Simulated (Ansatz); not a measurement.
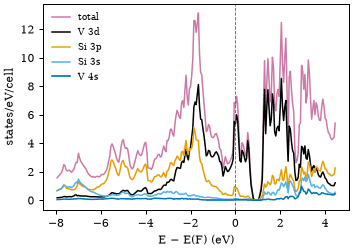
Fig. 1. Total and projected density of states of VSi2 in space group P6_222 (No. 180; V on 3c, Si on 6i), plane-wave PAW PBE (Ansatz code)

Problem. Which orbitals carry the states next to the Fermi level?

Solution. Within 0.5 eV of the Fermi level: V 3d 83 %, Si 3p 11 %. Projections are on Löwdin-orthogonalised atomic valence shells; empty p or d shells of many metals are not among them.

Problem. Where is the tallest occupied peak in this window, and what makes it?

Solution. Near -1.6 eV, about 13 states/eV per cell; the largest projected share is V 3d.

Symmetry was held in the PBE relaxation. The workflow began spin-polarised and lost its moments.

Potentials: the later of the program's two PAW sets.
